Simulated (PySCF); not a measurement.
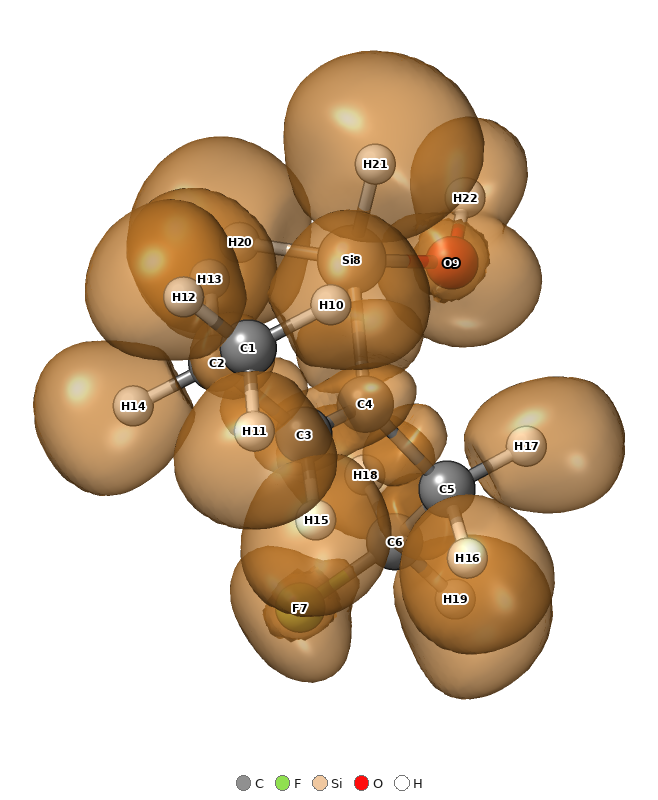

C6H13FOSi. Isosurface of the electron localisation function at 0.75 (orange), seen at an oblique angle. Core shells and regions of very low density are left out.

Geometry: GFN2-xTB.

Level of theory: PySCF 2.14.0, PBE0/pcSseg-1, SCF density, gas phase, non-relativistic.

Input file:

```
{"job": {"kind": "nmr", "xc": "PBE0", "basis": "pcSseg-1"}, "charge": 0, "multiplicity": 1}
C     -3.080416    -0.970407     0.208448
C     -2.026287    -0.197915    -0.584140
C     -0.661067    -0.749208    -0.340640
C      0.384919    -0.082543     0.136919
C      1.712473    -0.781614     0.277432
C      2.643086    -0.404045    -0.868791
F      2.155986    -0.876484    -2.066543
Si     0.329789     1.745264     0.589272
O      1.807950     2.023899     1.226457
H     -2.882028    -0.890901     1.274864
H     -3.068156    -2.023028    -0.066187
H     -4.073584    -0.574540     0.010435
H     -2.059389     0.858014    -0.316254
H     -2.252459    -0.283571    -1.651344
H     -0.558025    -1.801894    -0.586217
H      1.576790    -1.865840     0.278031
H      2.199583    -0.482525     1.205408
H      2.723885     0.681781    -0.969685
H      3.636556    -0.848146    -0.743552
H      0.131510     2.618567    -0.573896
H     -0.686593     2.041214     1.605549
H      2.035066     2.883307     1.568224
```

Run with:

```sh
OMP_NUM_THREADS=1 python probes_run.py task.json out
```

Q: Identify the bonds, lone pairs and shells in this picture.

A: The ELF exceeds this value in five regions between bonded C–C atoms (shared pairs), one region between bonded C–Si atoms (shared pairs), twelve regions around hydrogen nuclei, one region on F in which the atom's valence shell and bonds are merged and one joined region spread over several atoms (H, O), in which their bonds and any lone pairs are merged. Along the contacts the grid gives the following. C–C (1.33 Å): the ELF peaks at about 0.90 between the atoms; a multiple bond. C–F (1.38 Å): the ELF peaks at about 0.85 between the atoms; a shared but strongly polarised pair.
